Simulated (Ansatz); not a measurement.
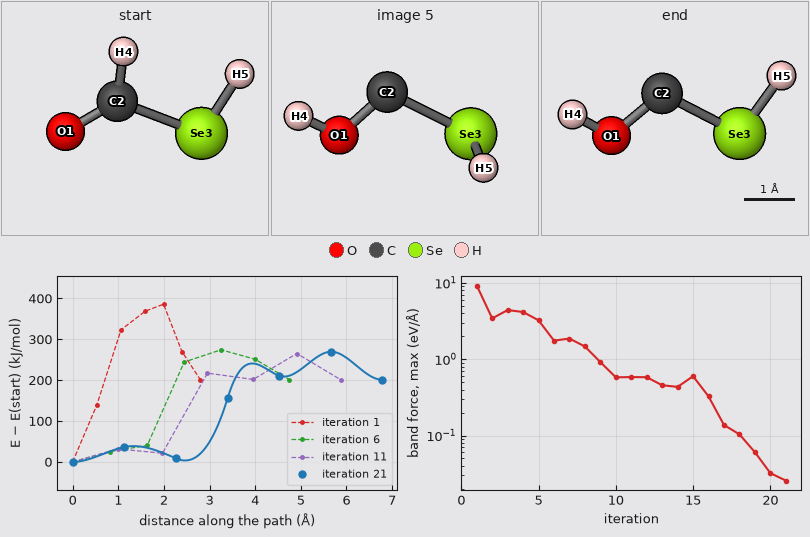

NEB run on CH2OSe. Images are numbered from 0 (start) to 6 (end). The plot follows the band through its iterations. The picture is a ball-and-stick view, seen at a tilt.

The calculation used UKS PBE/def2-SVP (Ansatz). Run with 5 movable images; climbing image; force threshold 0.03 eV/Å; iteration limit 60; starting path through a guess of the saddle point.

Question: Did the band converge, and can the barrier be trusted?

Answer: The run is converged, with reservations. The band converged in 21 iterations. The largest component of the band force went from 9.2 to 0.026 eV/Å. The climbing image converged on the top of the path. Its vibrational analysis gives one imaginary mode (507i cm⁻¹), as a transition state must have. The first iteration put the highest image at 386.2 kJ/mol. The energy climbs by 269.8 kJ/mol to image 5 and then falls by 68.4 kJ/mol, so the end point sits at +201.5 kJ/mol. The profile has 2 maxima (images 1, 5) with a dip at image 2 (+8.5 kJ/mol), so the process runs in steps.

The run took 2.2 min on 2 threads of Intel(R) Xeon(R) Platinum 8259CL CPU @ 2.50GHz (Skylake/Cascade Lake) (shared host), peak memory 0.16 GiB.
